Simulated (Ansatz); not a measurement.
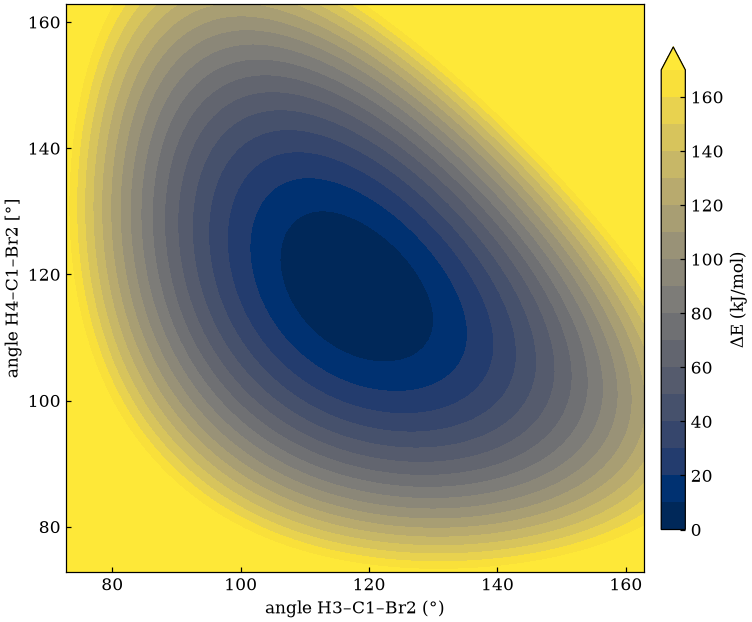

Energy landscape of CH₂Br, SMILES [CH2]Br, spin multiplicity 2. 
- The first coordinate is: angle H3–C1–Br2; the second: angle H4–C1–Br2.
- Nothing is relaxed (all other coordinates rigid).
- Grid: 13 × 13 points; 91 points were computed and 78 follow by symmetry.
- Points are written as (first, second).
- Energies: kJ/mol, counted from the lowest grid point.
- These are results of UHF-MP2, frozen core/def2-TZVP in Ansatz 0.2.0, not measurements.

Drawn: filled contours, one colour for all values above the top of the scale. Between grid points the surface is interpolated. 

**What does the map say about the system?**

The lowest grid point is at (117.8°, 117.8°). It is the only kind of minimum in the scanned range. The highest grid point, (162.8°, 162.8°), lies 704 kJ/mol above the lowest. Round the minimum the valley is somewhat tilted: raising angle H3–C1–Br2 shifts the best value of angle H4–C1–Br2 downwards (coupling k₁₂/√(k₁₁k₂₂) about 0.4).

Each point was launched as `ansatz run input.yaml --threads 1 --pin off --max-ram 2560MiB --backend cpu --events-out ev --progress --plain --runs-dir out`. The whole map (91 points run) took 4.7 min on 1 thread of Arm Neoverse V2, on a shared host.
